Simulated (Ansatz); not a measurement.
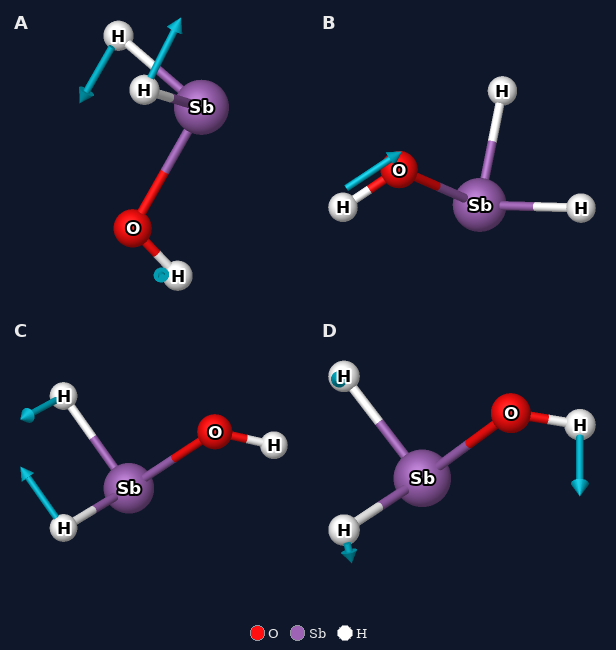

4 normal modes of one molecule or complex, as arrows. Harmonic vibrations computed with RKS PBE0-D4/def2-TZVP, core potentials on Sb (Ansatz 0.2.0) at a stationary point of the same level.

Match the panels to the wavenumbers 176 cm⁻¹, 662 cm⁻¹, 853 cm⁻¹, 3891 cm⁻¹.

A: 662 cm⁻¹, H–Sb–O bending
B: 3891 cm⁻¹, O–H stretching
C: 853 cm⁻¹, H–Sb–H bending
D: 176 cm⁻¹, a torsion or out-of-plane motion in which bond lengths and bond angles hardly change
